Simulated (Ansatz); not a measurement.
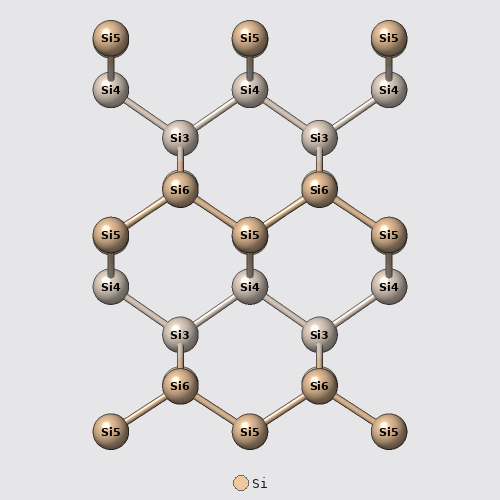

The system is Cl on a Si(110) slab cut from the Fd-3m phase, its upper half relaxed before the scan (6 atoms of substrate and one adsorbate in a 1 × 1 cell); the picture shows it without the atoms that are moved over the map. Cl is moved over the surface cell; relaxed at each place: the height of the adsorbate's atoms; substrate rigid; the origin of the map has the adsorbate above Si5. Places are given modulo a cell vector. The map is drawn in real space over the plane of the surface. The scan uses a 6 × 6 grid; 24 points were computed and 12 follow by symmetry. All energies are given in eV relative to the lowest grid point. Energies and slopes of some neighbouring points disagree (a jump in structure or state, or too coarse a mesh). The magnetic moment jumps between some neighbouring points. With one adsorbate in each 1 × 1 cell, its nearest image is 3.9 Å away, so neighbouring adsorbates interact. Level of theory: DFT PBE, scalar-relativistic, plane waves, PAW (Ansatz). Settings: cutoff 420 eV, k-mesh 7×5×1, gaussian smearing 0.05 eV, spin-polarised.

Range: position of Cl7 along the first surface vector from 0.000 to 0.833; position of Cl7 along the second surface vector from 0.000 to 0.833.

What will the energy surface look like?

Answer. The lowest grid point is at (3/6, 3/6) of the cell vectors [nearest 1 Si at 2.14 Å]. The highest grid point, (0/6, 2/6) of the cell vectors [nearest 1 Si at 2.67 Å], lies 1.32 eV above the lowest. At the lowest point the adsorbate has 1 Si at 2.14 Å as nearest neighbours, at the highest 1 Si at 2.67 Å. Its relaxed height above the top atom is 1.55 Å at the lowest and 1.96 Å at the highest point.

| second ↓, first → | 0/6 | 1/6 | 2/6 | 3/6 | 4/6 | 5/6 |
| --- | --- | --- | --- | --- | --- | --- |
| 5/6 | 0.00 | 0.16 | 0.72 | 1.26 | 0.72 | 0.16 |
| 4/6 | 0.28 | 0.48 | 0.88 | 1.03 | 0.88 | 0.48 |
| 3/6 | 1.16 | 0.74 | 0.19 | 0.00 | 0.19 | 0.74 |
| 2/6 | 1.32 | 0.82 | 0.32 | 0.16 | 0.32 | 0.82 |
| 1/6 | 1.18 | 0.99 | 0.82 | 0.81 | 0.82 | 0.99 |
| 0/6 | 0.55 | 0.63 | 0.97 | 1.30 | 0.97 | 0.63 |

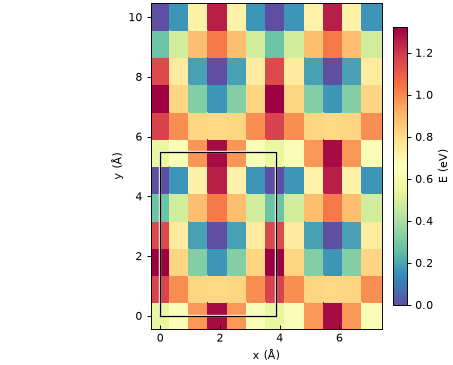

Drawn: one coloured cell a grid point, the outline of one cell of the 2 × 2 shown.

Each point was launched as `ansatz run input.yaml --threads 2 --pin off --max-ram 6144MiB --backend cpu --events-out ev --progress --plain --runs-dir out`. Time for the 24 points that were run: 46 min on 2 threads of Arm Neoverse V2, on a shared host.

PAW datasets: the set soft_1.
